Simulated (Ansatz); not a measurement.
Consider FH2OSSi (SMILES O[SiH](F)[S]) (doublet).

Input

```
crystal:
  periodic: [false, false, false]
  atoms:
    - {symbol: O, position_ang: [-0.201903, 0.411179, -1.237751]}
    - {symbol: Si, position_ang: [-0.177437, 0.029599, 0.341705]}
    - {symbol: F, position_ang: [0.803051, 0.959706, 1.183293]}
    - {symbol: S, position_ang: [0.582359, -1.937052, 0.591917]}
    - {symbol: H, position_ang: [0.579731, 0.224572, -1.762508]}
    - {symbol: H, position_ang: [-1.543702, 0.248097, 0.837344]}
basis:
  gaussian: {orbitals: def2-TZVPP}
magnetization: {spin_polarized: true, initial_magnetization: 1}
hamiltonian: {xc: pbe0, dispersion: d4}
output: {orbitals: {seedname: orbitals}}
```

Run with:

```sh
ansatz run in.yaml --threads 2 --pin off --events-out ev --progress --plain --max-ram 32768MiB --backend cpu
```

Geometry: PBE0-D4/def2-TZVP.

Level of theory: UKS PBE0-D4/def2-TZVPP in Ansatz 0.2.0.

Q: What can the converged electron density, electron localisation function and spin density tell about the bonding?

A: Si–F (1.59 Å): ρ is about 1.2 e/Å³ halfway; the ELF peaks at about 0.85 in the valence shell of F, 0.6 Å from its nucleus, and is about 0.55 at the midpoint.
Si–S (2.12 Å): the density is about 0.88 e/Å³ at the midpoint; the ELF peaks at about 0.90 between the atoms: a shared electron pair.
The unpaired spin (1 electron) lies mostly on S4 (about 0.9), in electrons by Hirshfeld's partition.

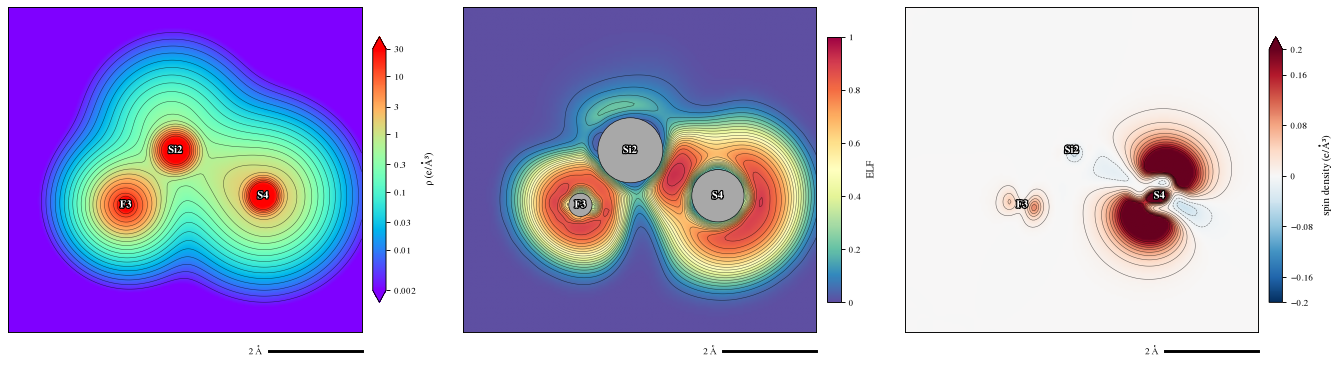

Computed electron density, electron localisation function and spin density on the plane of atoms F3, Si2 and S4, in this order. Grey discs cover the atomic cores in the ELF map. 
